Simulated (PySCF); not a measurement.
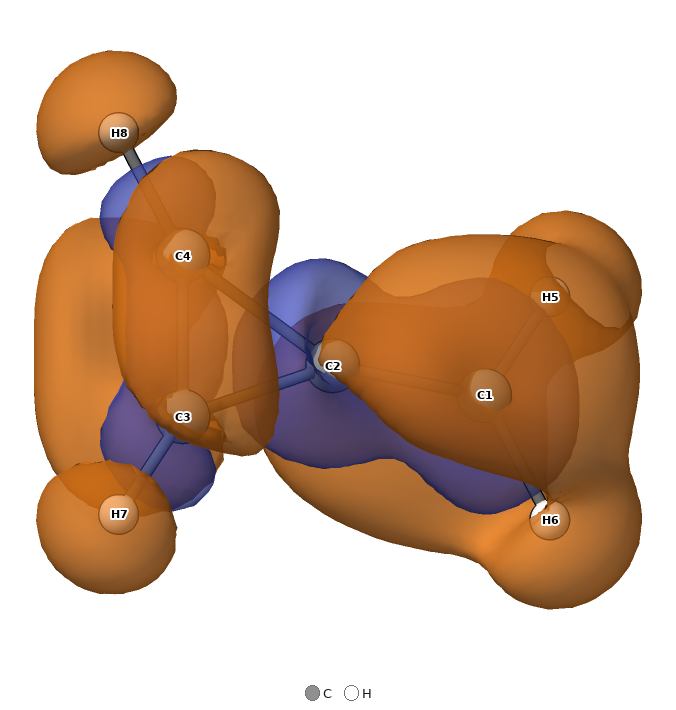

Figure 1: C₄H₄, SMILES `C=C1C=C1`. Fukui function f⁻ = ρ(N) − ρ(N−1) at fixed geometry, surfaces at ±0.02 e/Å³ (orange positive, blue negative).

Level of theory: BP86/def2-SVPD (PySCF), at a geometry from GFN2-xTB. No frequency check shows the geometry to be a minimum.

The calculation's input:

```python
import numpy as np
from pyscf import gto, scf, dft
from pyscf.scf import atom_ks, atom_hf
from scipy.linalg import block_diag

def solve(mol, dm0=None, hcore=None):
    mf = (dft.UKS if mol.spin else dft.RKS)(mol, xc='bp86')
    mf.grids.level = 3
    mf = mf.density_fit(auxbasis='def2-universal-jkfit')
    mf.conv_tol, mf.max_cycle = 1e-8, 80
    if hcore is not None:
        mf.get_hcore = lambda *args: hcore
    mf.kernel(dm0)
    if not mf.converged:
        mf = mf.newton().run(mf.mo_coeff, mf.mo_occ, max_cycle=30)
    assert mf.converged, 'SCF not converged'
    return mf

mol = gto.M(atom='''
C     -1.57951    -0.00011     0.00000
C     -0.27039     0.00030     0.00000
C      1.01976     0.66179     0.00000
C      1.01980    -0.66191     0.00000
H     -2.14169    -0.91822     0.00000
H     -2.14175     0.91791     0.00000
H      1.57272     1.57019     0.00000
H      1.57281    -1.57028     0.00000
''', basis='def2-svpd', charge=0, spin=0, verbose=4)
mf = solve(mol)
out = dict(e0=mf.e_tot, dm0=mf.make_rdm1(), c=mf.mo_coeff, occ=mf.mo_occ, eps=mf.mo_energy)
for name, dq, spin in [('cation', 1, 1), ('anion', -1, 1)]:
    ion = mol.copy().set(charge=mol.charge + dq, spin=spin).build()
    mi = solve(ion)
    if spin and dq > 0 and mol.nao < 130:
        c, _, stable, _ = mi.stability(return_status=True)
        if not stable:
            mi = solve(ion, mi.make_rdm1(c, mi.mo_occ))
    print(name, 'vertical energy change / eV', (mi.e_tot - mf.e_tot) * 27.211386)
    out.update({'e_' + name: mi.e_tot, 'dm_' + name: mi.make_rdm1(), 's2_' + name: mi.spin_square()[0], 'eps_' + name: mi.mo_energy, 'occ_' + name: mi.mo_occ})
# spherically averaged free atoms, for the promolecule
atm = atom_ks.get_atm_nrks(mol, xc='bp86')
pro = block_diag(*[(atm[a[0]][2] * atm[a[0]][3]) @ atm[a[0]][2].T for a in mol._atom])
np.savez('result.npz', pro=pro, **out)
```

Command:

```sh
OMP_NUM_THREADS=1 python input.py
```

The run took 3.8 min on 1 thread of Arm Neoverse V2, with other jobs on the host, peak memory 0.52 GiB.

Partitions, critical points and surface values were worked out afterwards from this run's density.

On which atoms does the density change most on removal of an electron?

Answer. f⁻ (Hirshfeld-condensed) is largest on C1 (0.27); the vertical ionisation energy is 8.51 eV. Condensed values hint at sites of electrophilic attack but needn't mark the atom that reacts. Orbital relaxation makes it negative in places (0.17 e in all).

| atom | f⁻ | charge |
| --- | --- | --- |
| C1 | +0.27 | −0.17 |
| C2 | +0.13 | −0.01 |
| C3 | +0.14 | −0.01 |
| C4 | +0.14 | −0.01 |
| H5 | +0.09 | +0.03 |
| H6 | +0.09 | +0.03 |
| H7 | +0.07 | +0.08 |
| H8 | +0.07 | +0.08 |
